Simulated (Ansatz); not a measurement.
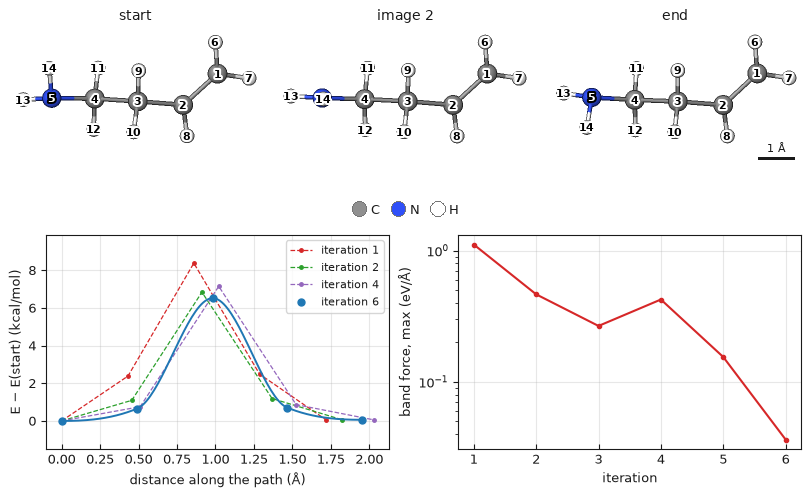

A search for the minimum-energy path of C4H9N by the nudged elastic band. Images are numbered from 0 (start) to 4 (end). The plot follows the band through its iterations. A ball-and-stick model, seen from a free direction.

Theory: RHF/6-31G* in Ansatz 0.2.0.

Input
```yaml
crystal:
  periodic: [false, false, false]
  atoms:
    - { symbol: C, position_ang: [-0.772615, 1.760265, 1.515942] }
    - { symbol: C, position_ang: [-1.035045, 0.798089, 0.653245] }
    - { symbol: C, position_ang: [-0.127483, 0.355758, -0.46189] }
    - { symbol: C, position_ang: [0.32685, -1.096779, -0.308502] }
    - { symbol: "N", position_ang: [1.130595, -1.496051, -1.453332] }
    - { symbol: H, position_ang: [0.144095, 2.324226, 1.475721] }
    - { symbol: H, position_ang: [-1.466107, 2.026787, 2.293679] }
    - { symbol: H, position_ang: [-1.97162, 0.266664, 0.734715] }
    - { symbol: H, position_ang: [0.742921, 1.006045, -0.505348] }
    - { symbol: H, position_ang: [-0.639277, 0.446827, -1.416] }
    - { symbol: H, position_ang: [0.842156, -1.211593, 0.646858] }
    - { symbol: H, position_ang: [-0.544991, -1.742785, -0.27385] }
    - { symbol: H, position_ang: [1.357924, -2.470481, -1.407315] }
    - { symbol: H, position_ang: [1.999497, -0.996371, -1.464923] }
basis:
  gaussian: { orbitals: "6-31G*" }
hamiltonian:
  xc: hf
neb:
  order_check: false
  images: 3
  f_tol: 0.05
  max_iterations: 60
  initial_path: idpp
  climbing: true
  final_atoms:
    - { symbol: C, position_ang: [-0.83987347, 1.74928929, 1.53623615] }
    - { symbol: C, position_ang: [-1.01883059, 0.81712607, 0.62074541] }
    - { symbol: C, position_ang: [0.00260504, 0.39920018, -0.40184933] }
    - { symbol: C, position_ang: [0.4104348, -1.06776851, -0.25827058] }
    - { symbol: "N", position_ang: [1.37726888, -1.42570683, -1.28457067] }
    - { symbol: H, position_ang: [0.08181291, 2.30119009, 1.61173943] }
    - { symbol: H, position_ang: [-1.61004227, 2.00256983, 2.24323644] }
    - { symbol: H, position_ang: [-1.96380727, 0.29541813, 0.58684787] }
    - { symbol: H, position_ang: [0.88950968, 1.01863834, -0.32873162] }
    - { symbol: H, position_ang: [-0.4075886, 0.5506898, -1.40029145] }
    - { symbol: H, position_ang: [0.87884583, -1.21052869, 0.70950753] }
    - { symbol: H, position_ang: [-0.48379412, -1.6957347, -0.27076511] }
    - { symbol: H, position_ang: [1.71801804, -2.35687544, -1.14250572] }
    - { symbol: H, position_ang: [0.95234114, -1.40690656, -2.19232835] }
```

Run as
```bash
ansatz run input.yaml --threads 1 --pin off --max-ram 2048MiB --backend cpu --events-out ev --progress --plain --runs-dir out
```

Q: How did the profile develop, and is the result final?

A: The run is converged, with reservations. The band converged in 6 iterations. The largest component of the band force went from 1.1 to 0.036 eV/Å. The climbing image converged on the top of the path. Its curvatures weren't checked. So few images resolve the path coarsely. The first iteration put the highest image at 8.4 kcal/mol. The barrier is about 6.5 kcal/mol in both directions, with image 2 at the top; the ends have nearly the same energy.

Cost: 47 s on 1 thread of Arm Neoverse V1, with other jobs on the host, peak memory 0.18 GiB.
